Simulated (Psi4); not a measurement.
**SiPH3Cl (SMILES P[SiH]Cl) at USCAN/pcseg-1 (sweep point 2)**

What is the vertical electron affinity of SiPH3Cl at USCAN/pcseg-1 (sweep point 2)? The job is set up through a Python script.

Program for the calculation: Psi4 1.11.

### Step 1. The system as given

SiPH3Cl: 6 atoms, total charge 0, spin state doublet. SMILES: `P[SiH]Cl`. Geometry: relaxed at GFN2-xTB. This is one conformer, not always the lowest.

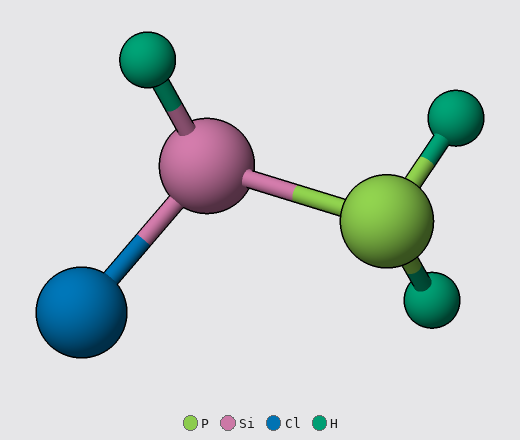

The structure, seen from a chosen angle (phosphorus green, silicon pink, chlorine blue, hydrogen teal).

### Step 2. The energy at USCAN/pcseg-1 (sweep point 2)

The input, run.py:

```python
import psi4

psi4.set_memory('1600 MB')
psi4.set_num_threads(1)
psi4.core.set_output_file('run.log', False)

m = psi4.geometry("""
0 2
P     -0.78635283     0.64175099    -2.17197562
Si     0.68581941    -0.24955723     1.69304343
Cl     2.74588544    -3.48769743     1.55052029
H     -2.67362232    -1.17559862    -2.18584621
H     -2.41832032     2.52055450    -1.36455234
H      2.44655282     1.75054780     2.47881045
units au
symmetry c1
""")

psi4.set_options(dict(reference='uks', puream=True, scf_type='pk', dft_radial_points=99, dft_spherical_points=590, maxiter=150))

result, w = psi4.energy("scan/pcseg-1", return_wfn=True)
print('E =', round(result, 9))
for k, v in sorted(psi4.core.scalar_variables().items()):
    print(f'{k:45s} {v:18.10f}')
```

Started as:

```console
$ python run.py
```

run.log, cut to the lines that bear on the results:

```text
[...]
  Running in c1 symmetry.
[...]
  Nuclear repulsion =  183.010125400386983
[...]
  Multiplicity = 2
[...]
  Nalpha       = 25
  Nbeta        = 24
[...]
    Number of basis functions: 69
[...]
   @UKS iter   1: -1092.79756899379163   -7.68907e-02   4.69829e-03 DIIS/ADIIS
[...]
   @UKS iter   9: -1092.88111971702688   -2.35009e-08   6.34279e-07 DIIS
[...]
   @S^2 Observed:                7.533710129E-01
[...]
    Orbital Energies [Eh]
    ---------------------
    Alpha Occupied:
       1A   -101.210959     2A    -76.782561     3A    -65.876804
       4A     -9.364538     5A     -7.114369     6A     -7.108415
       7A     -7.107412     8A     -6.483168     9A     -5.250896
      10A     -4.633619    11A     -4.632620    12A     -4.629857
      13A     -3.600299    14A     -3.598879    15A     -3.595560
      16A     -0.804254    17A     -0.635579    18A     -0.494774
      19A     -0.399236    20A     -0.370222    21A     -0.356457
      22A     -0.335964    23A     -0.301885    24A     -0.280852
      25A     -0.199416
    Alpha Virtual:
[...]
  @UKS Final Energy: -1092.88111971702688
   => Energetics <=
    Nuclear Repulsion Energy =            183.0101254003869826
    One-Electron Energy =               -1875.1301736202549364
    Two-Electron Energy =                 672.8762909853558085
    DFT Exchange-Correlation Energy =     -73.6373624825148312
    Empirical Dispersion Energy =           0.0000000000000000
    VV10 Nonlocal Energy =                  0.0000000000000000
    Total Energy =                      -1092.8811197170268770
[...]
 Multipole Moments:
 ------------------------------------------------------------------------------------
     Multipole            Electronic (a.u.)      Nuclear  (a.u.)        Total (a.u.)
 ------------------------------------------------------------------------------------
 L = 1.  Multiply by 2.5417464519 to convert [e a0] to [Debye]
 Dipole X            :          2.1448216           -2.7324996           -0.5876780
 Dipole Y            :         -3.0276317            3.4874070            0.4597753
 Dipole Z            :          0.4646435           -0.3868542            0.0777892
 Magnitude           :                                                    0.7502066
[...]
```

The script printed:

```text
E = -1092.881119717
CURRENT ENERGY                                  -1092.8811197170
CURRENT REFERENCE ENERGY                        -1092.8811197170
DD SOLVATION ENERGY                                 0.0000000000
DFT FUNCTIONAL TOTAL ENERGY                     -1092.8811197170
DFT TOTAL ENERGY                                -1092.8811197170
DFT VV10 ENERGY                                     0.0000000000
DFT XC ENERGY                                     -73.6373624825
GRID ELECTRONS ALPHA                               25.0000003946
GRID ELECTRONS BETA                                24.0000003537
GRID ELECTRONS TOTAL                               49.0000007483
NUCLEAR REPULSION ENERGY                          183.0101254004
ONE-ELECTRON ENERGY                             -1875.1301736203
PCM POLARIZATION ENERGY                             0.0000000000
PE ENERGY                                           0.0000000000
SCF ITERATION ENERGY                            -1092.8811197170
SCF ITERATIONS                                      9.0000000000
SCF TOTAL ENERGY                                -1092.8811197170
TWO-ELECTRON ENERGY                               672.8762909854
XC GRID RADIAL POINTS                              99.0000000000
XC GRID SPHERICAL POINTS                          590.0000000000
XC GRID TOTAL POINTS                           333542.0000000000
```

Run time: 23 s. Hardware: 1 thread of Intel Xeon Platinum 8375C at 2.90GHz (Ice Lake), shared host; peak memory 0.94 GiB.

### Step 3. The singlet anion at the same level

The input, clh3psi.py:

```python
import psi4

psi4.set_memory(1600000000)
psi4.set_num_threads(1)
psi4.set_output_file('clh3psi.out', False)

mol = psi4.geometry("""
-1 1
P     -0.78635283     0.64175099    -2.17197562
Si     0.68581941    -0.24955723     1.69304343
Cl     2.74588544    -3.48769743     1.55052029
H     -2.67362232    -1.17559862    -2.18584621
H     -2.41832032     2.52055450    -1.36455234
H      2.44655282     1.75054780     2.47881045
units au
symmetry c1
""")

psi4.set_options(dict(basis='pcseg-1', puream=True, scf_type='pk', dft_radial_points=99, dft_spherical_points=590))

E = psi4.energy("scan", molecule=mol)
print(f'total energy {E:.8f} hartree = {E * 27.211386:.5f} eV')
for k, v in sorted(psi4.core.scalar_variables().items()):
    print(f'{k:45s} {v:18.10f}')
```

Started as:

```console
$ python clh3psi.py
```

clh3psi.out, cut to the lines that bear on the results:

```text
[...]
  Running in c1 symmetry.
[...]
  Nuclear repulsion =  183.010125400386983
[...]
  Multiplicity = 1
[...]
  Nalpha       = 25
  Nbeta        = 25
[...]
    Number of basis functions: 69
[...]
   @RKS iter   1: -1092.73736298476456   -1.66847e-02   6.52008e-03 ADIIS/DIIS
[...]
   @RKS iter   8: -1092.91953179307848   -1.05041e-07   8.39650e-07 DIIS
[...]
    Orbital Energies [Eh]
    ---------------------
    Doubly Occupied:
       1A   -101.013477     2A    -76.585136     3A    -65.622099
       4A     -9.167288     5A     -6.916415     6A     -6.911221
       7A     -6.910272     8A     -6.285129     9A     -4.997140
      10A     -4.436709    11A     -4.434181    12A     -4.430132
      13A     -3.346647    14A     -3.343306    15A     -3.339232
      16A     -0.604837    17A     -0.436396    18A     -0.278232
      19A     -0.206958    20A     -0.169436    21A     -0.157199
      22A     -0.133800    23A     -0.108268    24A     -0.075153
      25A      0.057104
[...]
  @RKS Final Energy: -1092.91953179307848
   => Energetics <=
    Nuclear Repulsion Energy =            183.0101254003869826
    One-Electron Energy =               -1885.3918186858390982
    Two-Electron Energy =                 683.3392153639707658
    DFT Exchange-Correlation Energy =     -73.8770538715972549
    Empirical Dispersion Energy =           0.0000000000000000
    VV10 Nonlocal Energy =                  0.0000000000000000
    Total Energy =                      -1092.9195317930784768
[...]
 Multipole Moments:
 ------------------------------------------------------------------------------------
     Multipole            Electronic (a.u.)      Nuclear  (a.u.)        Total (a.u.)
 ------------------------------------------------------------------------------------
 L = 1.  Multiply by 2.5417464519 to convert [e a0] to [Debye]
 Dipole X            :          2.9764537           -2.7324996            0.2439542
 Dipole Y            :         -3.7600800            3.4874070           -0.2726730
 Dipole Z            :         -0.2451007           -0.3868542           -0.6319549
 Magnitude           :                                                    0.7302268
[...]
```

Standard output:

```text
total energy -1092.91953179 hartree = -29739.85525 eV
CURRENT ENERGY                                  -1092.9195317931
CURRENT REFERENCE ENERGY                        -1092.9195317931
DD SOLVATION ENERGY                                 0.0000000000
DFT FUNCTIONAL TOTAL ENERGY                     -1092.9195317931
DFT TOTAL ENERGY                                -1092.9195317931
DFT VV10 ENERGY                                     0.0000000000
DFT XC ENERGY                                     -73.8770538716
GRID ELECTRONS ALPHA                               25.0000003919
GRID ELECTRONS BETA                                25.0000003919
GRID ELECTRONS TOTAL                               50.0000007838
NUCLEAR REPULSION ENERGY                          183.0101254004
ONE-ELECTRON ENERGY                             -1885.3918186858
PCM POLARIZATION ENERGY                             0.0000000000
PE ENERGY                                           0.0000000000
SCF ITERATION ENERGY                            -1092.9195317931
SCF ITERATIONS                                      8.0000000000
SCF TOTAL ENERGY                                -1092.9195317931
TWO-ELECTRON ENERGY                               683.3392153640
XC GRID RADIAL POINTS                              99.0000000000
XC GRID SPHERICAL POINTS                          590.0000000000
XC GRID TOTAL POINTS                           333542.0000000000
```

It took 15 s on 1 thread of Intel Xeon Platinum 8375C at 2.90GHz (Ice Lake), shared host; peak memory 0.93 GiB.

### Step 4. Results

At USCAN/pcseg-1 (sweep point 2):

| quantity | value |
| --- | --- |
| doublet SiPH3Cl: total energy | -1092.88112 Eh |
| doublet SiPH3Cl: dipole moment | 1.91 D |
| doublet SiPH3Cl: HOMO energy (highest over α and β) | -5.43 eV |
| doublet SiPH3Cl: LUMO energy (lowest over α and β) | -3.40 eV |
| doublet SiPH3Cl: ⟨S²⟩ | 0.753 |
| singlet anion: total energy | -1092.91953 Eh |
| singlet anion: HOMO energy | 1.55 eV |
| singlet anion: LUMO energy | 4.37 eV |
| singlet anion: HOMO–LUMO gap (to an unbound level, set by the basis) | 2.82 eV |
| vertical electron affinity (to the singlet anion) | 1.045 eV |

At fixed nuclei the extra electron is bound by 1.05 eV (101 kJ/mol). The basis has no diffuse functions, so the error can be as large as this value. The HOMO (singlet anion) lies at positive energy, 1.55 eV, as semi-local functionals often give for anions; only total energies tell whether the electron is bound.
